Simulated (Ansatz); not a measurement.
```yaml
atoms:
  - { symbol: C, position_ang: [-0.2359, -1.1395, 0.1092] }
  - { symbol: Ge, position_ang: [0.1747, 0.7246, -0.0929] }
  - { symbol: H, position_ang: [-1.1738, -1.5613, -0.2341] }
  - { symbol: H, position_ang: [0.4396, -1.8263, 0.6066] }
  - { symbol: H, position_ang: [-0.4322, 1.2607, -1.4006] }
  - { symbol: H, position_ang: [-0.4096, 1.5452, 1.0755] }
  - { symbol: H, position_ang: [1.6985, 0.9287, -0.1093] }
```

Geometry: PBE0-D4/def2-TZVP.

Theory: isolated molecule in a Gaussian basis; Hartree-Fock (Ansatz 0.2.0).

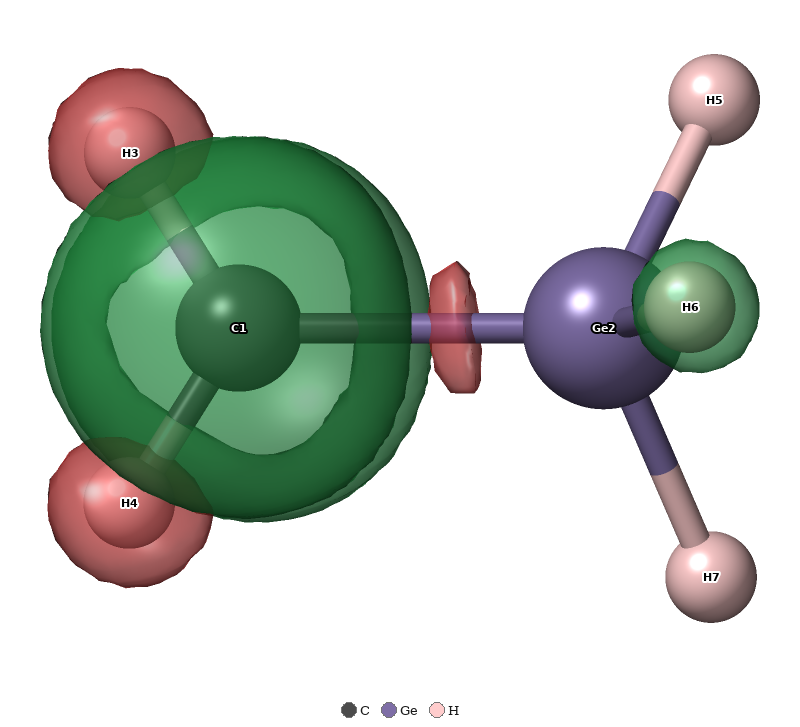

CH₅Ge (SMILES [CH2][GeH3]) (doublet). Isosurfaces of the spin density (α minus β) at +0.03 (green) and −0.03 e/Å³ (red), seen at a tilt.

> Describe the spin distribution.

The unpaired spin (1 electron) lies mostly on C1 (about 0.8), in electrons by Hirshfeld's partition.
